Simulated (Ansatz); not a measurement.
## Electronic structure of CClOSi (charge +1) in real space

| atom | x (Å) | y (Å) | z (Å) |
| --- | --- | --- | --- |
| C | -0.3814 | -1.6559 | -2.4295 |
| Cl | -1.6478 | -2.0722 | -3.3761 |
| O | -0.4464 | -0.9634 | -1.3737 |
| Si | 1.3247 | -1.4192 | -1.6557 |

Geometry: PBE0-D3(BJ)/def2-SVP.

The calculation used isolated molecule in a Gaussian basis; Kohn-Sham density functional theory, functional PBE0 (Ansatz 0.2.0).

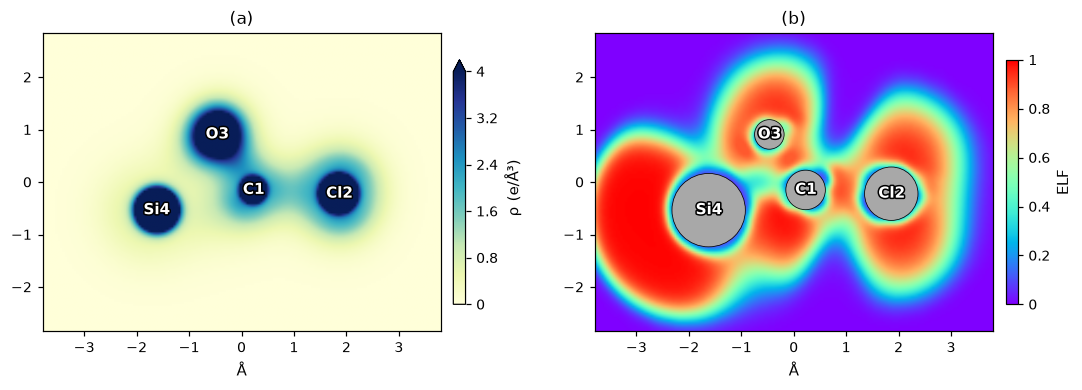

Figure 1. (a) electron density; (b) ELF on the molecular plane. Grey discs cover the atomic cores in the ELF map.

What do the fields say about this system?

Answer.
- The plane passes through C, Cl, O and Si nuclei.
- C–O (1.26 Å): ρ at the midpoint is about 3 e/Å³; the ELF peaks at about 0.90 between the atoms: a short, strongly polar bond.
- C–Cl (1.63 Å): ρ at the midpoint is about 1.8 e/Å³; the ELF peaks at about 0.90 between the atoms (localised, covalent bonding).
- Si–O (1.85 Å): ρ at the midpoint is about 0.78 e/Å³; the ELF peaks at about 0.85 between the atoms, as expected for a polar covalent bond.
- C–Si (1.89 Å): the density is about 0.79 e/Å³ at the midpoint; the ELF peaks at about 0.75 between the atoms; a shared electron pair.
- The ELF also peaks beside Cl2, Si4 and O3, away from the bonds: lone-pair regions.

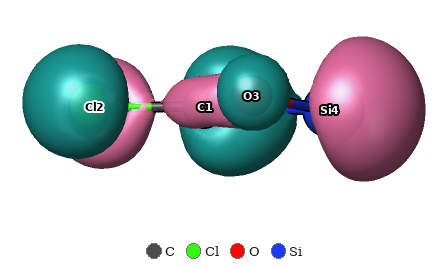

Figure 2. The HOMO at ±0.15 Å⁻³ᐟ² (teal and pink are the two phases), seen from one side.

Where does this orbital lie, and at what energy?

Answer. It lies mainly on Si4 (about 35 %), Cl2 (about 30 %), C1 (about 25 %) and O3 (about 10 %); it is symmetric in the molecular plane (an in-plane orbital: σ, lone-pair or in-plane π type). Its energy is −14.11 eV.
